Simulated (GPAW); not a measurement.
## Screening of a field by a 7-layer slab of Ti(0001)

Aim: the dipole that a field along the normal induces in a 7-layer slab of Ti(0001).

Calculated with GPAW 26.7.0; GPAW, PAW setups; slab in vacuum, relaxation, in the first sound run; inputs show where later runs differ.

**1. The starting structure**

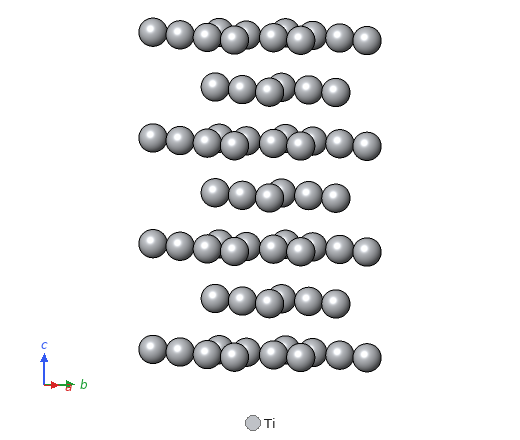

The cell as given, from the side, with the c axis up (titanium light grey). 3×2×1 cells are drawn. Some periodic images of atoms are drawn too.

The cell holds 7 atoms: 7 Ti. Cell: a = 2.950 Å, b = 2.950 Å, c = 30.054 Å, α = 90.0°, β = 90.0°, γ = 60.0°. Vacuum lies along c.

Coordinates:

```
Ti
1.0
     2.95000    0.00000    0.00000
     1.47500    2.55477    0.00000
     0.00000    0.00000   30.05380
Ti
7
Direct
  0.00000 0.00000 0.26619
  0.66667 0.66667 0.34413
  0.00000 0.00000 0.42206
  0.66667 0.66667 0.50000
  0.00000 0.00000 0.57794
  0.66667 0.66667 0.65587
  0.00000 0.00000 0.73381
```

**2. Relaxing the atoms**

The atoms are relaxed first, since the surface dipole, and with it the work function, follows the positions of the outer layers. The lowest 3 atoms are held at bulk positions and keep their forces.

File run.py:

```python
import json
import numpy as np
from ase import Atoms
from ase.constraints import FixAtoms
from ase.optimize import BFGS
from gpaw import GPAW, PW

slab = Atoms(
    ['Ti', 'Ti', 'Ti', 'Ti', 'Ti', 'Ti', 'Ti'],
    positions=[
        [0.00000, 0.00000, 8.00000],
        [2.95000, 1.70318, 10.34230],
        [0.00000, 0.00000, 12.68460],
        [2.95000, 1.70318, 15.02690],
        [0.00000, 0.00000, 17.36920],
        [2.95000, 1.70318, 19.71150],
        [0.00000, 0.00000, 22.05380]],
    cell=[[2.95, 0.0, 0.0], [1.475, 2.55477, 0.0], [0.0, 0.0, 30.0538]],
    pbc=[True, True, False])

slab.calc = GPAW(mode=PW(400), xc='PBE', kpts={'size': (12, 12, 1), 'gamma': True},
                 occupations={'name': 'fermi-dirac', 'width': 0.1}, nbands='160%',
                 convergence={'density': 1e-05}, maxiter=200,
                 poissonsolver={'dipolelayer': 'xy'},
                 symmetry={'tolerance': 1e-3, 'extra_ids': [1, 1, 1, 0, 0, 0, 0]}, txt='slab.txt')
result = {}
slab.set_constraint(FixAtoms([0, 1, 2]))
path = []
opt = BFGS(slab, maxstep=0.2)
opt.attach(lambda: path.append((slab.get_potential_energy(), slab.positions.tolist(), slab.get_forces().tolist())))
result['relaxed'] = bool(opt.run(fmax=0.03, steps=40))
result['path'] = path
energy = slab.get_potential_energy()
fermi = slab.calc.get_fermi_level()
v = slab.calc.get_electrostatic_potential().mean((0, 1)) - fermi
n = slab.calc.get_pseudo_density().mean((0, 1))
L = slab.cell[2, 2]
z = np.arange(len(v)) * L / len(v)
low, high = slab.positions[:, 2].min(), slab.positions[:, 2].max()
below, above = np.interp([low - 5.8, high + 5.8], z, v)
slopes = [np.interp(x, z, np.gradient(v, z)) for x in (low - 5.8, high + 5.8)]
eps = np.array([[slab.calc.get_eigenvalues(k, s) for k in range(len(slab.calc.get_ibz_k_points()))]
                for s in range(slab.calc.get_number_of_spins())]) - fermi
top, bottom = eps[eps < 0].max(), eps[eps > 0].min()
dipole = slab.get_dipole_moment()[2]
print(f'energy {energy:.4f} eV, Fermi level {fermi:.4f} eV, dipole {dipole:.5f} e A')
print(f'potential 5.8 A off the faces, from the Fermi level: lower {below:.4f} eV, upper {above:.4f} eV')
print(f'slope of the potential there: lower {slopes[0]:.5f}, upper {slopes[1]:.5f} eV/A')
print(f'nearest levels on the mesh: {top:.4f} and {bottom:.4f} eV')
print('magnetic moment', round(slab.get_magnetic_moment(), 3))
result.update(energy=energy, fermi=fermi, dipole=dipole, below=below, above=above, slopes=slopes, edges=[top, bottom],
              z=z.tolist(), v=v.tolist(), n=n.tolist(), positions=slab.positions.tolist(),
              forces=slab.get_forces(apply_constraint=False).tolist(), moments=slab.get_magnetic_moments().tolist())
json.dump(result, open('result.json', 'w'))
```

Started as:

```
$ OMP_NUM_THREADS=1 OPENBLAS_NUM_THREADS=1 python run.py
```

The log of the run:

```text
Step          Energy          fmax
BFGS:    0      -44.511131        0.543878
BFGS:    1      -44.519300        0.510985
BFGS:    2      -44.543524        0.546629
BFGS:    3      -44.559480        0.167699
BFGS:    4      -44.561052        0.081831
BFGS:    5      -44.561270        0.068338
BFGS:    6      -44.561604        0.087563
BFGS:    7      -44.562407        0.103608
BFGS:    8      -44.563088        0.079882
BFGS:    9      -44.563475        0.041819
BFGS:   10      -44.563556        0.040510
BFGS:   11      -44.563688        0.037186
BFGS:   12      -44.563829        0.044521
BFGS:   13      -44.564756        0.078484
BFGS:   14      -44.565418        0.074729
BFGS:   15      -44.566090        0.032910
BFGS:   16      -44.566201        0.015827
energy -44.3836 eV, Fermi level 2.6626 eV, dipole 0.00153 e A
potential 5.8 A off the faces, from the Fermi level: lower 4.4182 eV, upper 4.3788 eV
slope of the potential there: lower -0.00037, upper 0.00011 eV/A
nearest levels on the mesh: -0.0028 and 0.0113 eV
magnetic moment 0.0
```

Elapsed: 22 min, on 1 thread of AMD EPYC 9R45, shared host; peak memory 0.29 GiB.

The steps of the relaxation:

| step | energy less that of the first step (eV) | largest force (eV/Å) |
| --- | --- | --- |
| 1 | 0.0000 | 0.5439 |
| 2 | -0.0092 | 0.5110 |
| 3 | -0.0473 | 0.5466 |
| 4 | -0.0572 | 0.1677 |
| 5 | -0.0602 | 0.0818 |
| 6 | -0.0607 | 0.0683 |
| 7 | -0.0613 | 0.0876 |
| 8 | -0.0626 | 0.1036 |
| 9 | -0.0633 | 0.0799 |
| 10 | -0.0634 | 0.0418 |
| 11 | -0.0633 | 0.0405 |
| 12 | -0.0631 | 0.0372 |
| 13 | -0.0632 | 0.0445 |
| 14 | -0.0640 | 0.0785 |
| 15 | -0.0650 | 0.0747 |
| 16 | -0.0666 | 0.0329 |
| 17 | -0.0670 | 0.0158 |

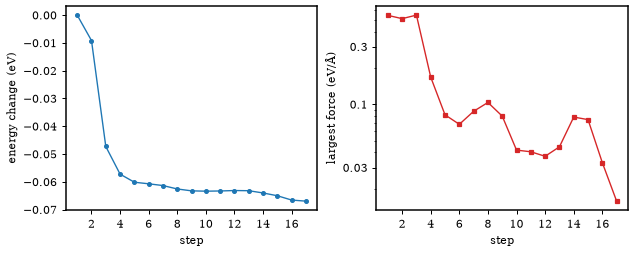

Energy and largest force along the relaxation.

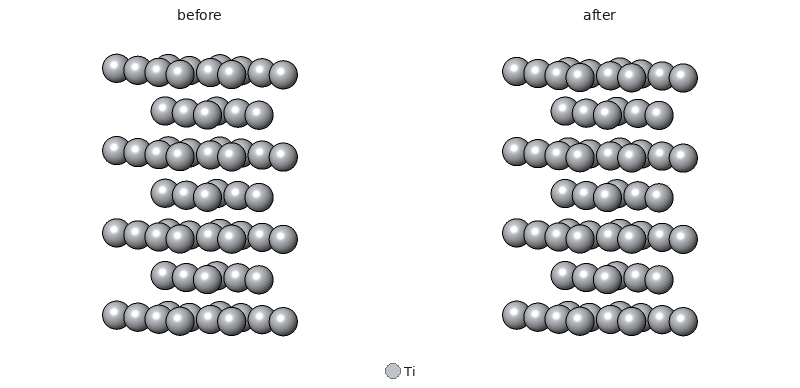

Before and after, at one scale.

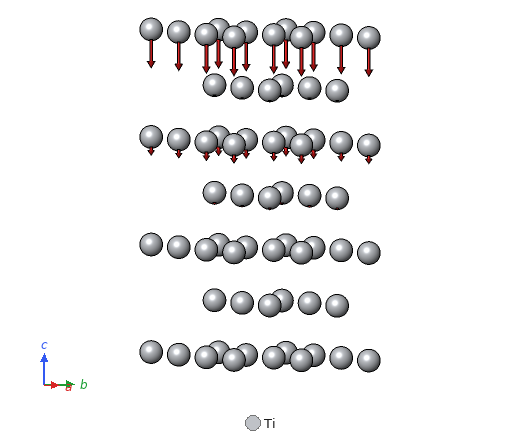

Displacements in the relaxation, exaggerated; the longest in the cell stands for 0.18 Å. 3×2×1 cells are drawn. Some periodic images of atoms are drawn too.

The atoms that moved most (Å):

| atom | dx | dy | dz | length |
| --- | --- | --- | --- | --- |
| Ti7 | 0.000 | 0.000 | -0.182 | 0.182 |
| Ti5 | 0.000 | 0.000 | -0.058 | 0.058 |
| Ti4 | 0.000 | 0.000 | -0.017 | 0.017 |
| Ti6 | 0.000 | 0.000 | -0.012 | 0.012 |

The relaxed structure:

```xyz
7
Lattice="2.9500 0.0000 0.0000 1.4750 2.5548 0.0000 0.0000 0.0000 30.0538" Properties=species:S:1:pos:R:3
Ti    0.0000    0.0000    8.0000
Ti    2.9500    1.7032   10.3423
Ti    0.0000    0.0000   12.6846
Ti    2.9500    1.7032   15.0101
Ti    0.0000    0.0000   17.3108
Ti    2.9500    1.7032   19.6999
Ti    0.0000    0.0000   21.8717
```

Numbers from this step:

```yaml
dipole_along_the_normal: 0.001531 e·Å
levels_nearest_the_fermi_level_on_the_mesh: -0.002773, 0.01129 eV from the Fermi level
upper_work_function: 4.379 eV
lower_work_function: 4.418 eV
```

The electrostatic potential energy of an electron (without an applied field's), less the Fermi level, planar mean oscillates, so the rows of the table below give means over windows of 2.36 Å about each position, cut where the curve ends. Its maxima inside the range that stand out by 2 % of the span (Å: eV): 9.1: -0.220, 11.5: -0.399, 13.8: -0.517, 16.2: -0.698, 18.5: -0.190, 20.8: -1.35. Its minima: 7.9: -19.5, 10.3: -19.4, 12.7: -19.4, 15.0: -19.5, 17.3: -19.4, 19.7: -19.3, 21.9: -19.6.

Table of electrostatic potential energy of an electron (without an applied field's), less the Fermi level, planar mean by z; means over each step:

| z (Å) | electrostatic potential energy of an electron (without an applied field's), less the Fermi level, planar mean (eV) |
| --- | --- |
| 1.18 | 4.42 |
| 3.54 | 4.41 |
| 5.90 | 3.17 |
| 8.26 | -8.38 |
| 10.62 | -8.27 |
| 12.98 | -8.32 |
| 15.34 | -8.40 |
| 17.70 | -8.21 |
| 20.06 | -8.69 |
| 22.42 | -7.39 |
| 24.78 | 4.15 |
| 27.14 | 4.38 |
| 29.50 | 4.38 |

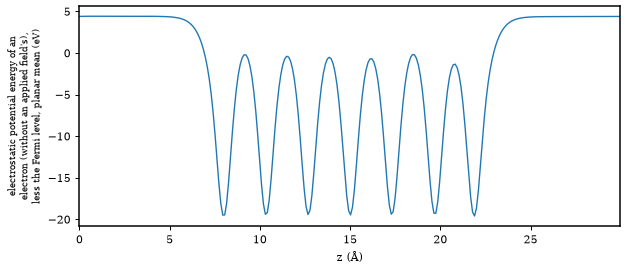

Electrostatic potential energy of an electron (without an applied field's), less the Fermi level, planar mean, plotted against z.

The pseudo valence density, planar mean oscillates, so the rows of the table below give means over windows of 2.36 Å about each position, cut where the curve ends. Its maxima inside the range that stand out by 2 % of the span (Å: e/Å³): 7.9: 1.60, 10.3: 1.61, 12.7: 1.62, 15.0: 1.62, 17.4: 1.58, 19.7: 1.61, 21.9: 1.62. Its minima: 9.2: 0.192, 11.6: 0.191, 14.0: 0.195, 16.1: 0.197, 18.5: 0.180, 20.8: 0.226.

Pseudo valence density, planar mean against z; means over each step:

| z (Å) | pseudo valence density, planar mean (e/Å³) |
| --- | --- |
| 1.18 | 0 |
| 3.54 | 2.0e-4 |
| 5.90 | 0.0286 |
| 8.26 | 0.669 |
| 10.62 | 0.676 |
| 12.98 | 0.678 |
| 15.34 | 0.681 |
| 17.70 | 0.673 |
| 20.06 | 0.699 |
| 22.42 | 0.611 |
| 24.78 | 0.00590 |
| 27.14 | 3.3e-5 |

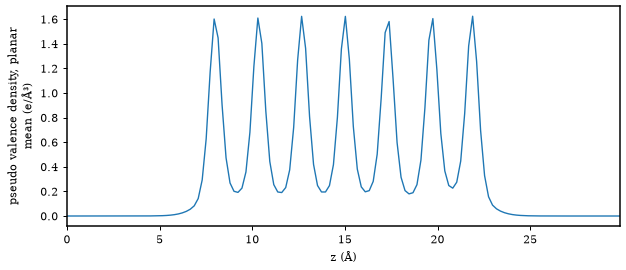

Pseudo valence density, planar mean against z.

The relaxation lowered the energy of the cell by 0.0670 eV (energies extrapolated to zero smearing; the optimiser's log prints free energies). The largest force left on a free atom is 0.016 eV/Å.

**3. The slab's potential**

With the geometry fixed, the planar mean of the potential gives the vacuum level on each side.

This step: GPAW, PAW setups; slab in vacuum (GPAW 26.7.0).

run.py, as its differences from that of step 2:

```diff
@@ -3,4 +3,2 @@
 from ase import Atoms
-from ase.constraints import FixAtoms
-from ase.optimize import BFGS
 from gpaw import GPAW, PW
@@ -13,6 +11,6 @@
         [0.00000, 0.00000, 12.68460],
-        [2.95000, 1.70318, 15.02690],
-        [0.00000, 0.00000, 17.36920],
-        [2.95000, 1.70318, 19.71150],
-        [0.00000, 0.00000, 22.05380]],
+        [2.95000, 1.70318, 15.01005],
+        [0.00000, -0.00000, 17.31081],
+        [2.95000, 1.70318, 19.69992],
+        [0.00000, 0.00000, 21.87172]],
     cell=[[2.95, 0.0, 0.0], [1.475, 2.55477, 0.0], [0.0, 0.0, 30.0538]],
@@ -24,10 +22,4 @@
                  poissonsolver={'dipolelayer': 'xy'},
-                 symmetry={'tolerance': 1e-3, 'extra_ids': [1, 1, 1, 0, 0, 0, 0]}, txt='slab.txt')
+                 symmetry={'tolerance': 1e-3}, txt='slab.txt')
 result = {}
-slab.set_constraint(FixAtoms([0, 1, 2]))
-path = []
-opt = BFGS(slab, maxstep=0.2)
-opt.attach(lambda: path.append((slab.get_potential_energy(), slab.positions.tolist(), slab.get_forces().tolist())))
-result['relaxed'] = bool(opt.run(fmax=0.03, steps=40))
-result['path'] = path
 energy = slab.get_potential_energy()
```

The log of the run:

```text
energy -44.3836 eV, Fermi level 2.6627 eV, dipole 0.00156 e A
potential 5.8 A off the faces, from the Fermi level: lower 4.4181 eV, upper 4.3784 eV
slope of the potential there: lower -0.00037, upper 0.00012 eV/A
nearest levels on the mesh: -0.0028 and 0.0111 eV
magnetic moment 0.0
```

Elapsed: 1.7 min, on 1 thread; peak memory 0.29 GiB.

This step gave:

| Property | Result |
| --- | --- |
| dipole along the normal | 0.001565 e·Å |
| levels nearest the Fermi level on the mesh | -0.002773, 0.01115 eV from the Fermi level |
| upper work function | 4.378 eV |

The electrostatic potential energy of an electron (without an applied field's), less the Fermi level, planar mean oscillates, so the rows of the table below give means over windows of 2.36 Å about each position, cut where the curve ends. Its maxima inside the range that stand out by 2 % of the span (Å: eV): 9.1: -0.220, 11.5: -0.399, 13.8: -0.517, 16.2: -0.698, 18.5: -0.190, 20.8: -1.35. Its minima: 7.9: -19.5, 10.3: -19.4, 12.7: -19.4, 15.0: -19.5, 17.3: -19.4, 19.7: -19.3, 21.9: -19.6.

The electrostatic potential energy of an electron (without an applied field's), less the Fermi level, planar mean by z; means over each step:

| z (Å) | electrostatic potential energy of an electron (without an applied field's), less the Fermi level, planar mean (eV) |
| --- | --- |
| 1.18 | 4.42 |
| 3.54 | 4.41 |
| 5.90 | 3.17 |
| 8.26 | -8.38 |
| 10.62 | -8.26 |
| 12.98 | -8.32 |
| 15.34 | -8.40 |
| 17.70 | -8.21 |
| 20.06 | -8.69 |
| 22.42 | -7.39 |
| 24.78 | 4.15 |
| 27.14 | 4.38 |
| 29.50 | 4.38 |

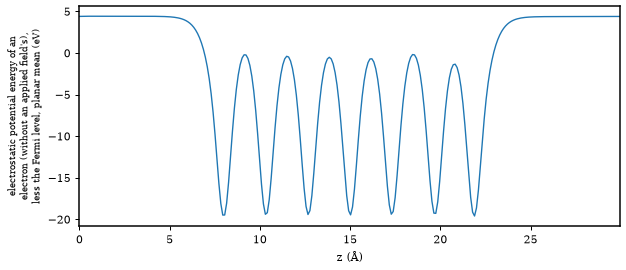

Electrostatic potential energy of an electron (without an applied field's), less the Fermi level, planar mean, plotted against z.

The pseudo valence density, planar mean oscillates, so the rows of the table below give means over windows of 2.36 Å about each position, cut where the curve ends. Its maxima inside the range that stand out by 2 % of the span (Å: e/Å³): 7.9: 1.60, 10.3: 1.61, 12.7: 1.62, 15.0: 1.62, 17.4: 1.58, 19.7: 1.60, 21.9: 1.62. Its minima: 9.2: 0.192, 11.6: 0.191, 14.0: 0.195, 16.1: 0.197, 18.5: 0.180, 20.8: 0.226.

The pseudo valence density, planar mean by z; means over each step:

(Unchanged from step 2.)

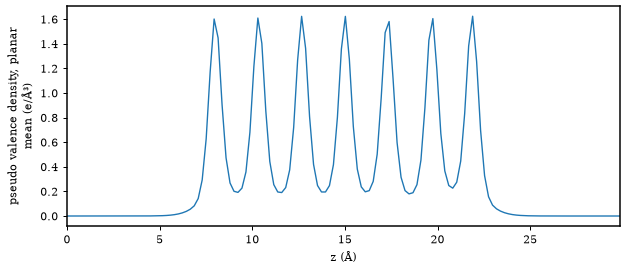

Pseudo valence density, planar mean, plotted against z.

Force by atom:

| atom | x (eV/Å) | y (eV/Å) | z (eV/Å) | size |
| --- | --- | --- | --- | --- |
| Ti1 | 0.000 | 0.000 | 0.541 | 0.541 |
| Ti2 | 0.000 | 0.000 | -0.555 | 0.555 |
| Ti3 | 0.000 | 0.000 | 0.012 | 0.012 |
| Ti4 | 0.000 | 0.000 | -0.010 | 0.010 |
| Ti5 | 0.000 | 0.000 | 0.015 | 0.015 |
| Ti6 | 0.000 | 0.000 | 0.004 | 0.004 |
| Ti7 | 0.000 | 0.000 | -0.010 | 0.010 |

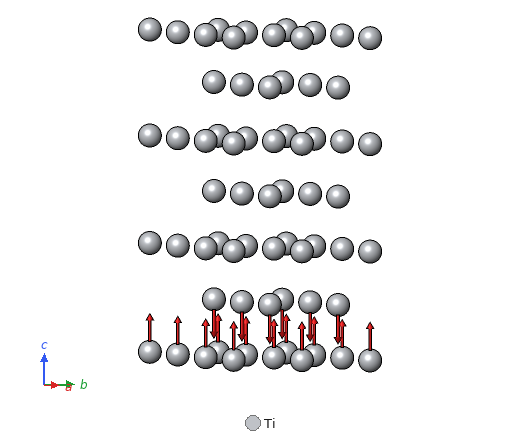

Force as arrows, the longest 0.555 eV/Å. 3×2×1 cells are drawn. Some periodic images of atoms are drawn too.

The potential is flat to 3.7e-4 eV/Å where it is read, so the vacuum is wide enough.

**4. In a field**

A uniform field along the normal polarises the slab; the atoms stay fixed, so this is the electronic response alone.

run.py, as its differences from that of step 3:

```diff
@@ -4,2 +4,3 @@
 from gpaw import GPAW, PW
+from gpaw.external import ConstantElectricField
 
@@ -22,2 +23,3 @@
                  poissonsolver={'dipolelayer': 'xy'},
+                 external=ConstantElectricField(-0.2, [0, 0, 1]),
                  symmetry={'tolerance': 1e-3}, txt='slab.txt')
```

The log of the run:

```text
energy -44.3986 eV, Fermi level 2.6692 eV, dipole -0.15200 e A
potential 5.8 A off the faces, from the Fermi level: lower 2.5574 eV, upper 6.2073 eV
slope of the potential there: lower -0.00025, upper 0.00032 eV/A
nearest levels on the mesh: -0.0032 and 0.0094 eV
magnetic moment 0.0
```

Run time: 7.6 min. Hardware: 1 thread; peak memory 0.65 GiB.

This step gave:

| Quantity | Value |
| --- | --- |
| dipole along the normal | -0.1520 e·Å |
| levels nearest the Fermi level on the mesh | -0.003231, 0.009430 eV from the Fermi level |
| potential below the slab, the applied field's own ramp left out | 2.557 eV from the Fermi level |
| potential above the slab, the applied field's own ramp left out | 6.207 eV from the Fermi level |

The electrostatic potential energy of an electron (without an applied field's), less the Fermi level, planar mean oscillates, so the rows of the table below give means over windows of 2.36 Å about each position, cut where the curve ends. Its maxima inside the range that stand out by 2 % of the span (Å: eV): 9.2: -1.40, 11.5: -1.11, 13.8: -0.753, 16.2: -0.462, 18.5: 0.496, 20.8: -0.187, 28.4: 6.21. Its minima: 7.9: -20.9, 10.3: -20.3, 12.7: -19.9, 15.0: -19.5, 17.3: -18.9, 19.7: -18.3, 21.9: -18.2.

Table of electrostatic potential energy of an electron (without an applied field's), less the Fermi level, planar mean by z; means over each step:

| z (Å) | electrostatic potential energy of an electron (without an applied field's), less the Fermi level, planar mean (eV) |
| --- | --- |
| 1.18 | 2.70 |
| 3.54 | 2.55 |
| 5.90 | 1.39 |
| 8.26 | -9.74 |
| 10.62 | -9.15 |
| 12.98 | -8.73 |
| 15.34 | -8.34 |
| 17.70 | -7.67 |
| 20.06 | -7.68 |
| 22.42 | -5.90 |
| 24.78 | 5.95 |
| 27.14 | 6.21 |
| 29.50 | 6.10 |

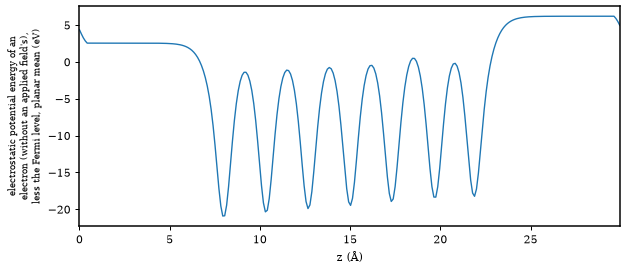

Electrostatic potential energy of an electron (without an applied field's), less the Fermi level, planar mean against z.

Force by atom:

| atom | x (eV/Å) | y (eV/Å) | z (eV/Å) | size |
| --- | --- | --- | --- | --- |
| Ti1 | 0.000 | 0.000 | 0.540 | 0.540 |
| Ti2 | 0.000 | 0.000 | -0.554 | 0.554 |
| Ti3 | 0.000 | 0.000 | 0.013 | 0.013 |
| Ti4 | 0.000 | 0.000 | -0.009 | 0.009 |
| Ti5 | 0.000 | 0.000 | 0.016 | 0.016 |
| Ti6 | 0.000 | 0.000 | -0.002 | 0.002 |
| Ti7 | 0.000 | 0.000 | -0.007 | 0.007 |

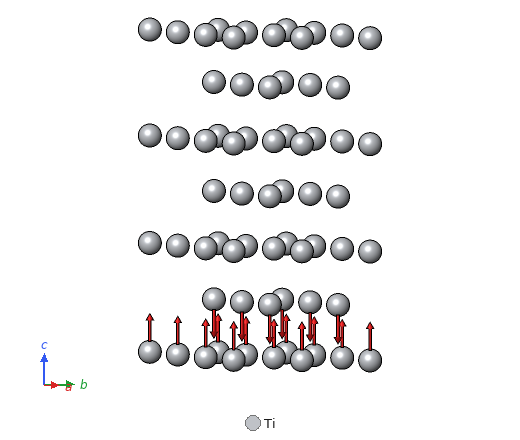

Force as arrows, the longest 0.554 eV/Å. 3×2×1 cells are drawn. Some periodic images of atoms are drawn too.

The dipole is now -0.152 e Å, against 0.0016 in the run without a field.

(Part 1 of 2 ends here.)

[Logs are printed without paths, hosts, clocks, repeated set-up lines and the standing remarks that a program may print on its own settings, such as how far it seeks lower states.]

[Hosts, paths, dates, database ids (printed as entryN), source tags and the programs' standing remarks are cut or masked in the printed files.]
